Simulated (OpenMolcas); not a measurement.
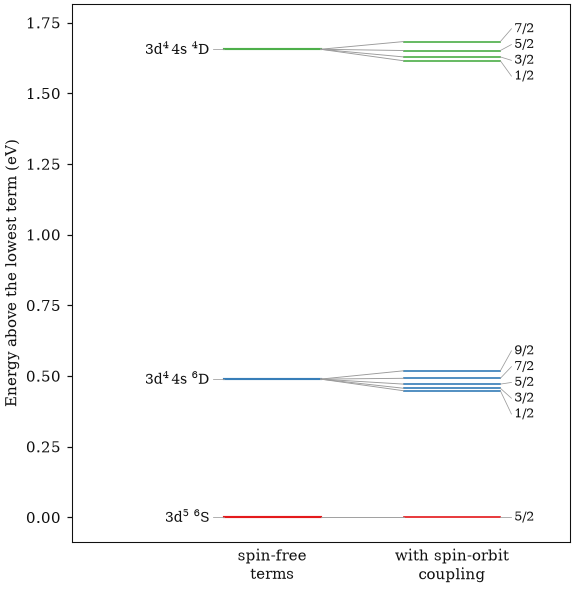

Figure 1. Terms of Cr⁺ without and with spin-orbit coupling; numbers at the right are J. 3d⁵ ⁶S (at 0) gives the one level J = 5/2; 3d⁴ 4s ⁶D (at 0.489 eV) splits over 0.0706 eV into J = 1/2, 3/2, 5/2, 7/2, 9/2 from the bottom up (normal); 3d⁴ 4s ⁴D (at 1.66 eV) splits over 0.0679 eV into J = 1/2, 3/2, 5/2, 7/2 from the bottom up (normal). The ground level lies 0 below the lowest term.

**Cr⁺: multiconfigurational calculation**

System: Cr⁺.
Method: state-averaged CASSCF, active space 5 electrons in the shells 3d 4s, basis ANO-L-VDZP, non-relativistic scalar Hamiltonian, spin-orbit coupling by RASSI with atomic mean-field integrals (OpenMolcas).

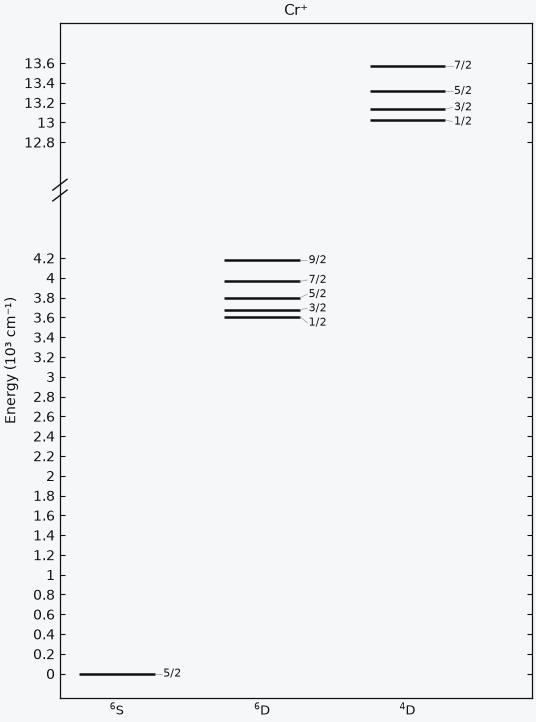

Figure 2. Level diagram of Cr II (Cr⁺). The lowest level is 3d⁵ ⁶S₅/₂. The first excited level, 3d⁴ 4s ⁶D₁/₂, lies at 3,610 cm⁻¹. All levels drawn have even parity, so no electric dipole line joins them. The leading LS term holds 100 % of a level on average. The ground level has g = 2.002.

| Configuration | Level | E (cm⁻¹) | Landé g |
| --- | --- | --- | --- |
| 3d⁵ | ⁶S₅/₂ | 0 | 2.002 |
| 3d⁴ 4s | ⁶D₁/₂ | 3,608 | 3.339 |
| 3d⁴ 4s | ⁶D₃/₂ | 3,679 | 1.869 |
| 3d⁴ 4s | ⁶D₅/₂ | 3,797 | 1.659 |
| 3d⁴ 4s | ⁶D₇/₂ | 3,963 | 1.589 |
| 3d⁴ 4s | ⁶D₉/₂ | 4,177 | 1.557 |
| 3d⁴ 4s | ⁴D₁/₂ | 13,020 | -0.002 |
| 3d⁴ 4s | ⁴D₃/₂ | 13,130 | 1.200 |
| 3d⁴ 4s | ⁴D₅/₂ | 13,320 | 1.372 |
| 3d⁴ 4s | ⁴D₇/₂ | 13,570 | 1.430 |

These pictures come from the run below.

**Input**
```
&GATEWAY
Coord
1

Cr 0.0 0.0 0.0
Basis=ANO-L-VDZP
Group=XYZ
NoMove
AngMom=0.0 0.0 0.0
AMFI
&SEWARD
&RASSCF
FileOrb=start.orb
Symmetry=1
Spin=6
nActEl=5 0 0
Inactive=3 6
Ras2=6 0
CIRoot=6 6 1
SDav=6
CIMx=300
Iter=120 100
PrWF=0.3
OrbListing=Nothing
MaxOrb=0
Atom
>>> COPY $Project.JobIph JOB001
&RASSCF
FileOrb=start.orb
Symmetry=1
Spin=4
nActEl=5 0 0
Inactive=3 6
Ras2=6 0
CIRoot=5 5 1
SDav=84
CIMx=300
Iter=120 100
PrWF=0.3
OrbListing=Nothing
MaxOrb=0
Atom
>>> COPY $Project.JobIph JOB002
&RASSI
NrOfJobIphs=2 6 5
1 2 3 4 5 6
1 2 3 4 5
IphNames
JOB001
JOB002
EJob
SpinOrbit
DIPRint=1.0
SOCoupling=1000.0
Subsets=2
MEES
Property=10
'ANGMOM' 1 'ANGMOM' 2 'ANGMOM' 3 'MLTPL  1' 1 'MLTPL  1' 2 'MLTPL  1' 3
'AMFI' 1 'AMFI' 2 'AMFI' 3 'MLTPL  2' 6
SOProperty=3
'ANGMOM' 1 'ANGMOM' 2 'ANGMOM' 3
```

The file start.orb holds starting orbitals from an earlier step. A driver script formed the levels outside the program, from RASSI's spin-orbit matrix and the active-space energies, averaged over the components of each term or state.

Run as:
```bash
OMP_NUM_THREADS=1 MOLCAS_MEM=2252 MOLCAS_PROJECT=a pymolcas a.inp > a.log  # once for each step of the input, in one work folder
```

**The program's output (extracts)**
```
--- SEWARD ---
Basis set label: CR.ANO-L...5S4P2D1F.

      Electronic valence basis set:
      ------------------
      Associated Effective Charge  24.000000 au
      Associated Actual Charge     24.000000 au
      Nuclear Model: Point charge

      Shell  nPrim  nBasis  Cartesian Spherical Contaminant
         s      21       5        X
         p      15       4        X
         d      10       2                 X
         f       6       1                 X
                  Atomic mean-field integrals
--- RASSCF ---
Wave function specifications:
      -----------------------------

      Number of closed shell electrons          18
      Number of electrons in active shells       5
      Max number of holes in RAS1 space          0
      Max nr of electrons in RAS3 space          0
      Number of inactive orbitals                9
      Number of active orbitals                  6
      Number of secondary orbitals              19
      Spin quantum number                      2.5
      State symmetry                             1
Orbital specifications:
      -----------------------

      Symmetry species                           1   2
                                                ag  au
      Frozen orbitals                            0   0
      Inactive orbitals                          3   6
      Active orbitals                            6   0
      RAS1 orbitals                              0   0
      RAS2 orbitals                              6   0
      RAS3 orbitals                              0   0
      Secondary orbitals                         6  13
      Deleted orbitals                           0   0
      Number of basis functions                 15  19
      Number of CSFs                             6
      Number of root(s) required                 6
      Iter CI   SX   CI       RASSCF       Energy    max ROT     max BLB   max BLB  Level Ln srch  Step   QN
          iter iter root      energy       change     param      element    value   shift minimum  type update
 Nr of preliminary CI iterations:   1
      Total energies have been shifted. Add                -1000.00 au
        1   1    2    0   -43.08737925    0.00E+00   1.07E-06    4  12 2  7.03E-07   0.09   0.00    SX    NO
        2   1    2    0   -43.08737925    2.27E-13   2.98E-07    4   9 2  1.82E-07   0.09   0.00    SX    NO
        3   1    2    0   -43.08737925   -6.82E-13   1.93E-07    4  12 2  1.59E-07   0.09   0.00    SX    NO
        4   1    2    0   -43.08737925    6.82E-13   1.41E-07    4  12 2 -1.07E-07   0.09   0.00    SX    NO
      Convergence after  4 iterations
        5   1    2    0   -43.08737925   -4.55E-13   1.41E-07    4  12 2  7.65E-08   0.09   0.00    SX    NO
      Natural orbitals and occupation numbers for root  1
      sym 1:   1.000000   1.000000   1.000000   1.000000   1.000000   0.000000
      Natural orbitals and occupation numbers for root  2
      sym 1:   1.000000   1.000000  -0.000000   1.000000   1.000000   1.000000
      Natural orbitals and occupation numbers for root  3
      sym 1:  -0.000000   1.000000   1.000000   1.000000   1.000000   1.000000
::    RASSCF root number  1 Total energy:  -1043.10234019
::    RASSCF root number  2 Total energy:  -1043.08438706
::    RASSCF root number  3 Total energy:  -1043.08438706
::    RASSCF root number  4 Total energy:  -1043.08438706
::    RASSCF root number  5 Total energy:  -1043.08438706
::    RASSCF root number  6 Total energy:  -1043.08438706
--- RASSCF ---
Wave function specifications:
      -----------------------------

      Number of closed shell electrons          18
      Number of electrons in active shells       5
      Max number of holes in RAS1 space          0
      Max nr of electrons in RAS3 space          0
      Number of inactive orbitals                9
      Number of active orbitals                  6
      Number of secondary orbitals              19
      Spin quantum number                      1.5
      State symmetry                             1
Orbital specifications:
      -----------------------

      Symmetry species                           1   2
                                                ag  au
      Frozen orbitals                            0   0
      Inactive orbitals                          3   6
      Active orbitals                            6   0
      RAS1 orbitals                              0   0
      RAS2 orbitals                              6   0
      RAS3 orbitals                              0   0
      Secondary orbitals                         6  13
      Deleted orbitals                           0   0
      Number of basis functions                 15  19
      Number of CSFs                            84
      Number of root(s) required                 5
      Iter CI   SX   CI       RASSCF       Energy    max ROT     max BLB   max BLB  Level Ln srch  Step   QN
          iter iter root      energy       change     param      element    value   shift minimum  type update
 Nr of preliminary CI iterations:   1
      Total energies have been shifted. Add                -1000.00 au
        1   1    5    0   -43.03372768    0.00E+00   7.29E-02    9  10 1 -4.02E-02*  0.05   0.00    SX    NO
        2   1    5    0   -43.04003473   -6.31E-03*  2.70E-02    5  12 2  1.76E-02*  0.09   0.00    SX    NO
        3   1    4    0   -43.04096414   -9.29E-04* -1.94E-02    5  12 2 -1.36E-02*  0.06   0.00    SX    NO
        4   1    4    0   -43.04124035   -2.76E-04*  1.36E-02    5  12 2  8.85E-03*  0.08   0.00    SX    NO
        5   1    4    0   -43.04137558   -1.35E-04*  5.43E-03    5  12 2 -6.41E-03*  0.06   0.59    LS   YES
        6   1    4    0   -43.04150040   -1.25E-04*  1.00E-03    9  10 1 -5.58E-04*  0.07   1.02    QN   YES
        7   1    4    0   -43.04150131   -9.09E-07*  3.85E-04    9  10 1 -1.58E-04*  0.07   1.32    QN   YES
        8   1    3    0   -43.04150138   -6.92E-08* -1.56E-06    5  12 2  9.23E-06   0.07   0.99    QN   YES
        9   1    2    0   -43.04150138   -5.82E-11  -2.45E-07    3  10 1  1.86E-07   0.07   1.00    QN   YES
      Convergence after  9 iterations
       10   1    2    0   -43.04150138    1.14E-12  -2.45E-07    5  12 2  3.20E-08   0.07   1.00    QN   YES
      Natural orbitals and occupation numbers for root  1
      sym 1:   1.000000   1.021005   1.000000   1.000000   0.001376   0.977620
      Natural orbitals and occupation numbers for root  2
      sym 1:   1.000000   0.001238   1.000000   1.017626   0.999999   0.981137
      Natural orbitals and occupation numbers for root  3
      sym 1:   1.021154   1.000000   1.000000   0.001383   1.000000   0.977464
::    RASSCF root number  1 Total energy:  -1043.04150138
::    RASSCF root number  2 Total energy:  -1043.04150138
::    RASSCF root number  3 Total energy:  -1043.04150138
::    RASSCF root number  4 Total energy:  -1043.04150138
::    RASSCF root number  5 Total energy:  -1043.04150138
--- RASSI ---
SPIN-FREE ENERGIES:
  (Shifted by EMIN (a.u.) =      -1043.1023401923)

 SF State       Relative EMIN(au)   Rel lowest level(eV)    D:o, cm**(-1)      L_eff

     1             0.0000000000        0.0000000000              0.0000         0.0
     2             0.0179531311        0.4885295843           3940.2568         2.0
     3             0.0179531311        0.4885295843           3940.2568         2.0
     4             0.0179531311        0.4885295843           3940.2568         2.0
     5             0.0179531311        0.4885295843           3940.2568         2.0
     6             0.0179531311        0.4885295843           3940.2568         2.0
     7             0.0608388091        1.6555083340          13352.5752         2.0
     8             0.0608388091        1.6555083340          13352.5752         2.0
     9             0.0608388091        1.6555083340          13352.5752         2.0
    10             0.0608388091        1.6555083340          13352.5752         2.0
    11             0.0608388091        1.6555083340          13352.5752         2.0
     Dipole printing threshold changed to   1.00000000E+00
Eigenvalues of complex Hamiltonian:
   -----------------------------------
  (Shifted by EMIN (a.u.) =      -1043.1023401923)

 SO State       Relative EMIN(au)   Rel lowest level(eV)    D:o, cm**(-1)     J-value

     1             0.0000000000        0.0000000000              0.0000         1.2
     2             0.0000000000        0.0000000000              0.0000         2.1
     3             0.0000000000        0.0000000000              0.0000         2.5
     4             0.0000000000        0.0000000000              0.0000         2.5
     5             0.0000000000        0.0000000000              0.0000         2.1
     6             0.0000000000        0.0000000000              0.0000         1.2
     7             0.0164403665        0.4473651622           3608.2434         0.4
     8             0.0164403665        0.4473651622           3608.2434         0.4
     9             0.0167634287        0.4561561328           3679.1473         1.1
    10             0.0167634287        0.4561561328           3679.1473         1.2
    11             0.0167634287        0.4561561328           3679.1473         1.2
    12             0.0167634287        0.4561561328           3679.1473         1.0
    13             0.0173025566        0.4708265504           3797.4722         1.6
    14             0.0173025566        0.4708265504           3797.4722         2.1
    15             0.0173025566        0.4708265504           3797.4722         2.1
    16             0.0173025566        0.4708265504           3797.4722         2.1
    17             0.0173025566        0.4708265504           3797.4722         2.1
    18             0.0173025566        0.4708265504           3797.4722         1.6
    19             0.0180587574        0.4914038232           3963.4391         2.6
    20             0.0180587574        0.4914038232           3963.4391         2.6
    21             0.0180587574        0.4914038232           3963.4391         2.9
    22             0.0180587574        0.4914038232           3963.4391         2.7
    23             0.0180587574        0.4914038232           3963.4391         3.1
    24             0.0180587574        0.4914038232           3963.4391         3.2
    25             0.0180587574        0.4914038232           3963.4391         2.8
    26             0.0180587574        0.4914038232           3963.4391         2.2
    27             0.0190333858        0.5179248126           4177.3453         2.3
    28             0.0190333858        0.5179248126           4177.3453         4.2
    29             0.0190333858        0.5179248126           4177.3453         4.1
    30             0.0190333858        0.5179248126           4177.3453         3.7
    31             0.0190333858        0.5179248126           4177.3453         2.8
    32             0.0190333858        0.5179248126           4177.3453         4.3
    33             0.0190333858        0.5179248126           4177.3453         4.1
    34             0.0190333858        0.5179248126           4177.3453         3.9
    35             0.0190333858        0.5179248126           4177.3453         3.7
    36             0.0190333858        0.5179248126           4177.3453         2.2
    37             0.0593433710        1.6148153894          13024.3645         0.4
    38             0.0593433710        1.6148153894          13024.3645         0.4
    39             0.0598430006        1.6284110030          13134.0205         1.1
    40             0.0598430006        1.6284110030          13134.0205         1.4
    41             0.0598430006        1.6284110030          13134.0205         0.9
Weights of the five most important spin-orbit-free states for each spin-orbit state.

 SO State  Total energy (au)           Spin-free states, spin, and weights
 -------------------------------------------------------------------------------------------------------
    1         0.000000       1 2.5  1.0000   11 1.5  0.0000   10 1.5  0.0000    9 1.5  0.0000    8 1.5  0.0000
    2         0.000000       1 2.5  1.0000   11 1.5  0.0000   10 1.5  0.0000    9 1.5  0.0000    8 1.5  0.0000
    3         0.000000       1 2.5  1.0000   11 1.5  0.0000   10 1.5  0.0000    9 1.5  0.0000    8 1.5  0.0000
    4         0.000000       1 2.5  1.0000   11 1.5  0.0000   10 1.5  0.0000    9 1.5  0.0000    8 1.5  0.0000
    5         0.000000       1 2.5  1.0000   11 1.5  0.0000   10 1.5  0.0000    9 1.5  0.0000    8 1.5  0.0000
    6         0.000000       1 2.5  1.0000   11 1.5  0.0000   10 1.5  0.0000    9 1.5  0.0000    8 1.5  0.0000
    7         0.016440       5 2.5  0.2000    4 2.5  0.2000    2 2.5  0.2000    6 2.5  0.2000    3 2.5  0.2000
    8         0.016440       6 2.5  0.2000    5 2.5  0.2000    2 2.5  0.2000    3 2.5  0.2000    4 2.5  0.2000
    9         0.016763       5 2.5  0.2644    6 2.5  0.2591    3 2.5  0.2041    4 2.5  0.1789    2 2.5  0.0934
   10         0.016763       6 2.5  0.2526    3 2.5  0.2498    2 2.5  0.2310    5 2.5  0.1975    4 2.5  0.0691
   11         0.016763       4 2.5  0.2927    3 2.5  0.2194    6 2.5  0.1768    5 2.5  0.1596    2 2.5  0.1515
   12         0.016763       2 2.5  0.3241    4 2.5  0.2592    5 2.5  0.1784    3 2.5  0.1268    6 2.5  0.1115
```

**Key numbers**

| quantity | value |
| --- | --- |
| outcome | converged |
| lowest level | 3d⁵ ⁶S₅/₂ |
| first excited level | 3d⁴ 4s ⁶D₁/₂, 3,608 cm⁻¹ (measured: 11,962) |
| energy of the lowest spin-free term | −1043.10234 hartree |
| energy of the lowest spin-orbit level | −1043.10234 hartree |
| largest spread among components of a term | 0.0 cm⁻¹ |
| hardware | 1 thread of Arm Neoverse V2, 24 GiB of memory available, shared host |
| wall time | 20 s |

**Remarks**

Against measured levels the run misses widely: 3d4 4s1 6D J = 1/2 comes out at 3,608 cm⁻¹ where 11,962 cm⁻¹ is measured. Without dynamic correlation the gaps between configurations can be off by an electronvolt or more. To bear in mind: single d shell misplaces d against s configurations; spin-free states above about 23,000 cm⁻¹ are left out of the spin-orbit step; only configurations of the active space are included.
